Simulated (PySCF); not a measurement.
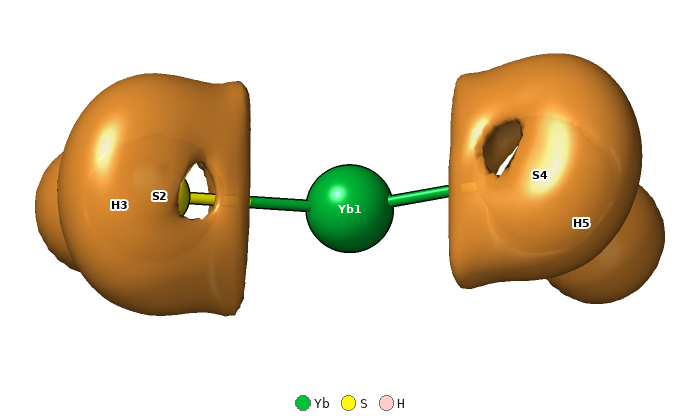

Figure 1: H2S2Yb (Yb(SH)2). Isosurface of the electron localisation function at 0.8 (orange), seen from one side. Only the valence region is drawn (cores and ρ < 0.01 e/Å³ removed).

All numbers below come from RKS PBE0, Yb def2-SVP with ECP28, S def2-SVP, H def2-SVP; non-relativistic Hamiltonian with scalar-relativistic core potentials where named; density fitting in PySCF 2.14.0.

Input file:

```
mol = gto.M(atom='''
Yb     0.00000    -0.00000    -0.09791
S      2.41752     0.00067     0.89592
H      2.92091    -0.28598    -0.33061
S     -2.41752    -0.00067     0.89592
H     -2.92091     0.28598    -0.33061''',
    basis={'Yb': 'def2-SVP', 'S': 'def2-SVP', 'H': 'def2-SVP'},
    ecp={'Yb': 'def2-SVP'},
    charge=0, spin=0)
mf = dft.RKS(mol, xc='PBE0')
mf.grids.atom_grid = (75, 302)  # f atoms: at least (60, 302), unpruned
mf = mf.density_fit()  # Yb def2-universal-JKFIT, S def2-universal-JKFIT, H def2-universal-JKFIT
mf.conv_tol = 1e-09; mf.max_cycle = 55
mf.kernel(dm0)
```

Command:

```sh
OMP_NUM_THREADS=2 python run.py
```

Question: What do the ELF domains correspond to?

Answer: The surface consists of two regions around hydrogen nuclei and two regions wrapped around S (the valence shell of each). Along the contacts the grid gives the following. Yb–S (2.61 Å): the ELF peaks at about 0.90 in the valence shell of S, 0.9 Å from its nucleus, and is about 0.30 at the midpoint. S–H (1.36 Å): the ELF climbs to about 1 towards the hydrogen, as it does in any bond to H.
